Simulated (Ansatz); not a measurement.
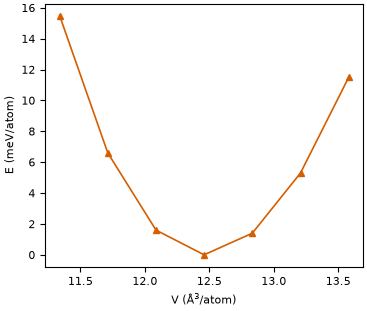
*Li₄NCl in space group R-3m (No. 166; Li on 6c, Li on 6c, N on 3a, Cl on 3b) under volume change, plane-wave PAW r²SCAN (Ansatz code), shape and atoms relaxed at each volume.*

### Question
What does a third-order Birch–Murnaghan fit give for V₀, B₀ and B′?

### Answer
V₀ = 12.46 Å³/atom, B₀ = 42.3 GPa, B′ = 3.8.

The workflow started from a Materials Project entry (that database holds measured and hypothetical structures alike); the Crystallography Open Database copy checked does not list it. Its standing as an ambient phase is unchecked. The cell was relaxed with r²SCAN under the symmetry of its start; its stability against distortions is not shown here.

Potentials: the later of the program's two PAW sets.
